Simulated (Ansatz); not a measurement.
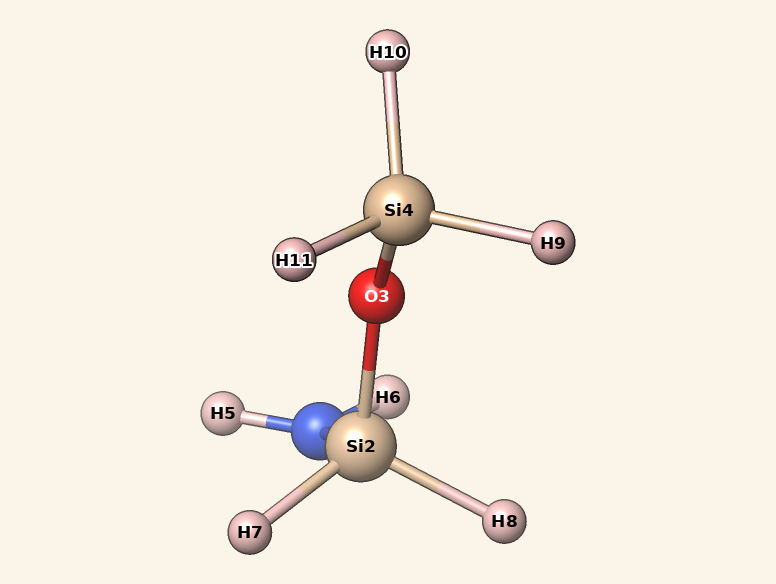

Source: calculation with Ansatz.

N1 lies behind Si2. The molecule seen a little off the Si2–N1 bond, Si2 in front. Depth is shown by fading: the farther an atom, the more it takes the colour of the background. Geometry: atoms displaced at random (about 0.04 Å) from a stationary point of PBE0-D4.

> What is the torsion angle O3–Si2–N1–H5? The sign is positive where the front bond must turn clockwise to cover the back bond.

−80°, about perpendicular.
